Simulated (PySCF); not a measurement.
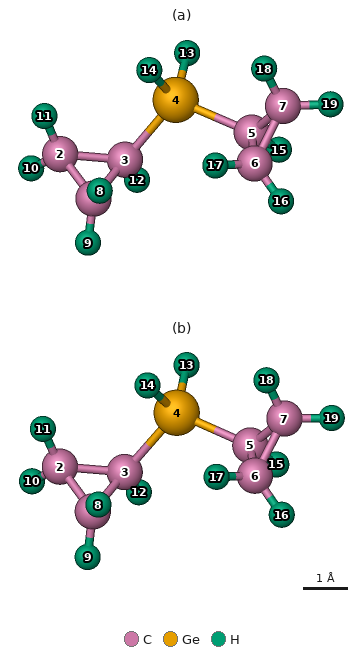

The structure of C$_{6}$H$_{12}$Ge before (top) and after (bottom) a relaxation, at one scale.

Style: ball-and-stick. Shown from a free direction.

The start comes from GFN2-xTB. Its atoms were then displaced at random by about 0.01 Å.

Computed with PBE0-D3(BJ)/def2-SVP geometry optimisation, gas phase (PySCF). 

### What changed between the two?

Over 6 geometry steps the energy falls by 3.98 kcal/mol. The atom that moves furthest after the best rigid fit is an H atom (0.10 Å). By element the largest moves are H 0.10 Å, Ge 0.05 Å, C 0.04 Å. Among the contacts that change: C–Ge 1.995 → 1.940 Å, Ge–H 1.495 → 1.545 Å, C–H 1.045 → 1.094 Å, Ge–H 1.515 → 1.548 Å. Among the angles between lasting bonds that change: C–Ge–H 113.5° → 110.3°, H–Ge–H 106.2° → 109.2°, C–Ge–H 110.4° → 107.6°. Cost: 3.2 min on 1 thread of Arm Neoverse N1, on a shared host.
